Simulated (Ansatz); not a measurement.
## Electronic structure of ClH₅NOSi₂···H₅NSi (doublet) in real space

Input file:

```
crystal:
  periodic: [false, false, false]
  atoms:
    - {symbol: Si, position_ang: [-0.063217, -1.359583, 0.257279]}
    - {symbol: N, position_ang: [-0.556461, -0.575698, -1.793021]}
    - {symbol: Si, position_ang: [0.043104, 1.043135, -2.217659]}
    - {symbol: N, position_ang: [-0.433830, 0.171275, 0.965753]}
    - {symbol: Si, position_ang: [-0.243478, 0.681978, 2.614574]}
    - {symbol: Cl, position_ang: [0.314674, -2.471277, 2.058726]}
    - {symbol: H, position_ang: [-0.070069, -1.313937, -2.292936]}
    - {symbol: O, position_ang: [1.439178, -1.488216, -0.455611]}
    - {symbol: H, position_ang: [-1.550569, -0.702737, -1.949068]}
    - {symbol: H, position_ang: [-0.850300, 1.998763, -1.517601]}
    - {symbol: H, position_ang: [1.439760, 1.157004, -1.759237]}
    - {symbol: H, position_ang: [-0.049913, 1.285169, -3.681314]}
    - {symbol: H, position_ang: [-0.918154, 0.841087, 0.387970]}
    - {symbol: H, position_ang: [1.154443, 0.519058, 3.083770]}
    - {symbol: H, position_ang: [-0.583834, 2.133524, 2.617829]}
    - {symbol: H, position_ang: [-1.153922, -0.005691, 3.564623]}
    - {symbol: H, position_ang: [2.082789, -1.913954, 0.115819]}
basis:
  gaussian: {orbitals: def2-TZVPP}
magnetization: {spin_polarized: true, initial_magnetization: 1}
hamiltonian: {xc: pbe0, dispersion: d4}
output: {orbitals: {seedname: orbitals}}
```

Run with:

```sh
ansatz run in.yaml --threads 4 --pin off --events-out ev --progress --plain --max-ram 66560MiB --backend cuda --devices 0, --max-vram 37GiB
```

The product side of a reaction path; geometry: PBE0-D4/def2-TZVP.

These are results of Ansatz, UKS PBE0-D4/def2-TZVPP, not measurements.

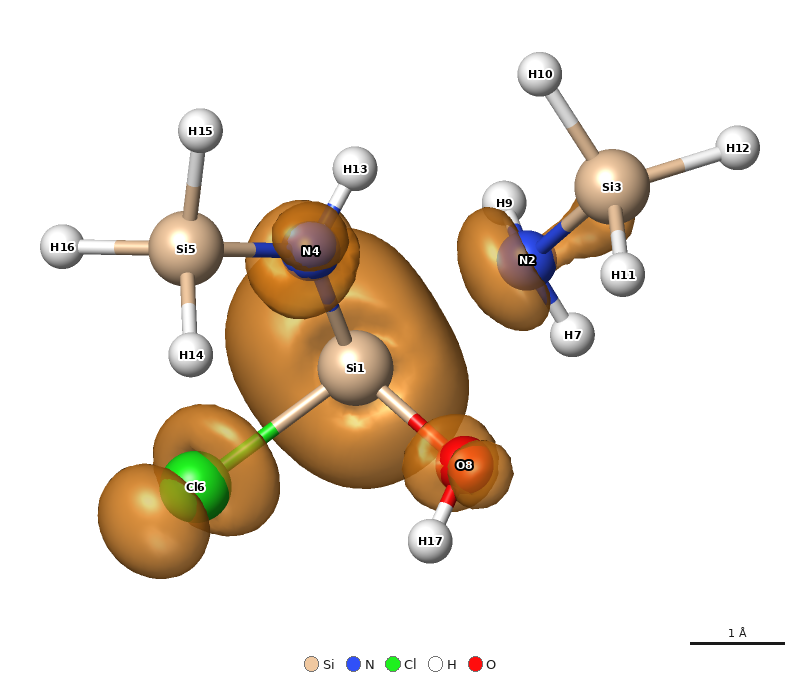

Figure 1. Isosurfaces of the spin density at +0.015 (orange) and −0.015 e/Å³ (purple), seen at a tilt.

Q: Which atoms carry the spin?

A: The unpaired spin (1 electron) lies mostly on Si1 (about 0.6), Cl6 (about 0.1) and N2 (about 0.1), in electrons by Hirshfeld's partition. Only one sign reaches the isovalue.

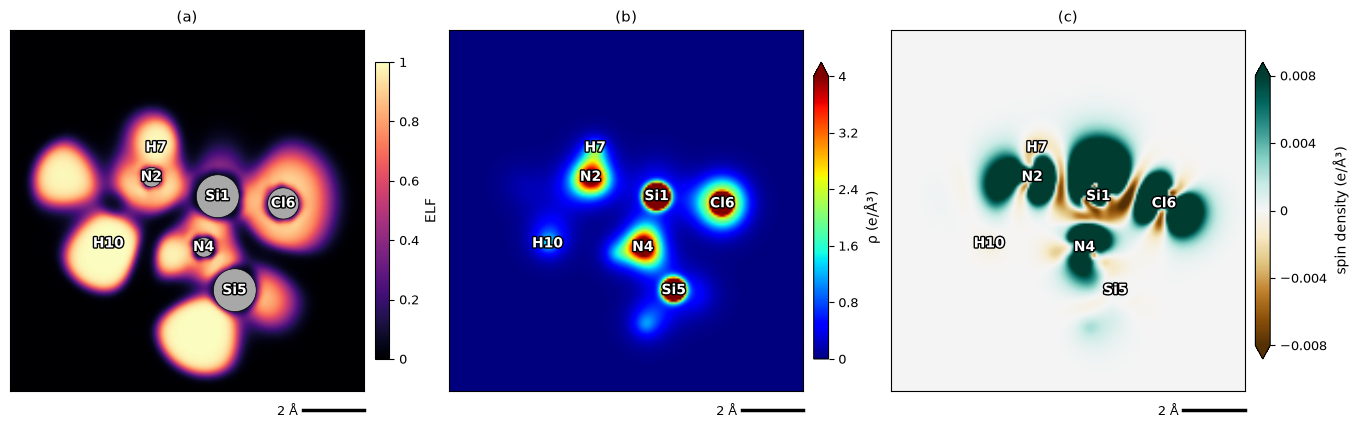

Figure 2. (a) ELF; (b) total electron density; (c) spin density on the plane of atoms N4, Si1 and Cl6. Grey discs cover the atomic cores in the ELF map.

Q: Describe what can be read from this map.

A: The plane passes through Si, N, Cl and H nuclei. Si1···N2 (2.25 Å): the density falls to about 0.34 e/Å³ on the way; the ELF peaks at about 0.90 in the valence shell of N, 0.6 Å from its nucleus, and is about 0.60 at the midpoint. Si–N (1.73 Å): ρ is about 1.1 e/Å³ halfway; the ELF peaks at about 0.90 between the atoms (a polar covalent bond). Si–Cl (2.15 Å): ρ at the midpoint is about 0.76 e/Å³; the ELF peaks at about 0.85 between the atoms; a polar covalent bond. N–H (1.02 Å): ρ at the midpoint is about 2.9 e/Å³; the ELF climbs to about 1 towards the hydrogen, as it does in any bond to H (a covalent bond by its length). The ELF also peaks beside Cl6, away from the bonds: non-bonding electrons, paired or unpaired.

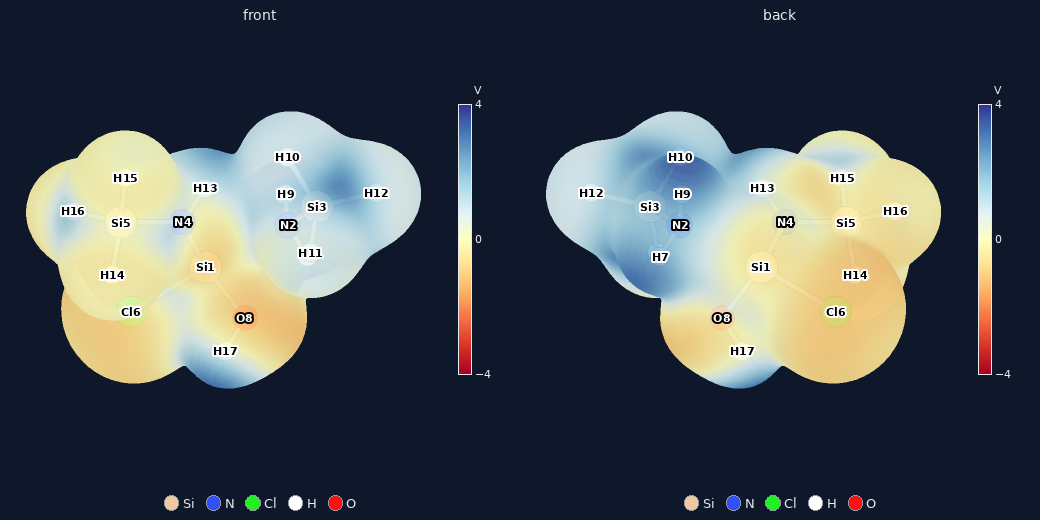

Figure 3. The electrostatic potential painted on the density surface at 0.004 e/bohr³, seen from the front and from behind; the colour scale runs from red (negative) to blue (positive).

Q: Where is the surface potential most negative and most positive?

A: The most negative region (about −1.1 V, or −25 kcal/mol for a unit charge) lies over Cl6 and O8, the most positive (about +3.3 V, or +76 kcal/mol for a unit charge) over H9.
